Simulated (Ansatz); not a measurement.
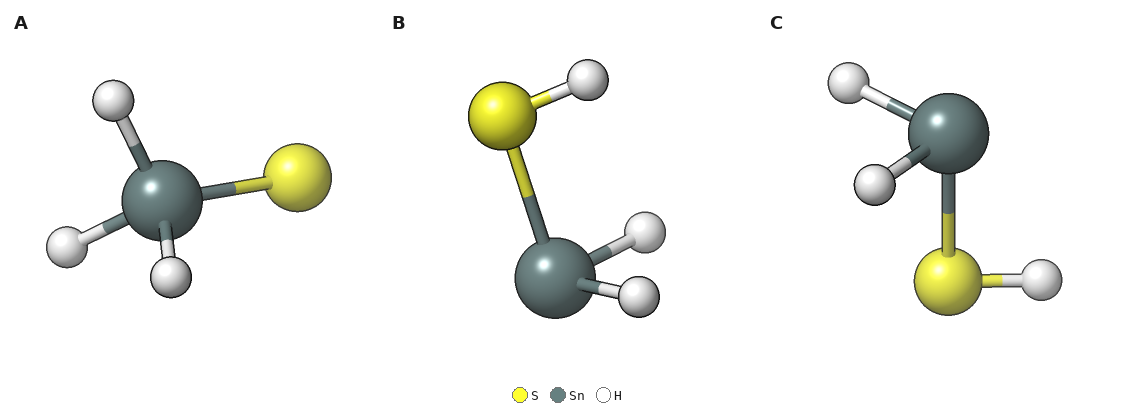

3 stationary structures of one formula. The species has charge −1 and is a spin singlet. Geometries: PBE0-D4/def2-TZVPD. Electronic energies: RHF-CCSD(T) (frozen core)/def2-TZVPPD (Ansatz 0.2.0), without zero-point energy. No frequency run is at hand to confirm each as a minimum.

Question: Rank them by energy, lowest first.

Answer: C is lowest; B lies 0.4 kcal/mol above it (Cs), A lies 3.2 kcal/mol above it (C3v).
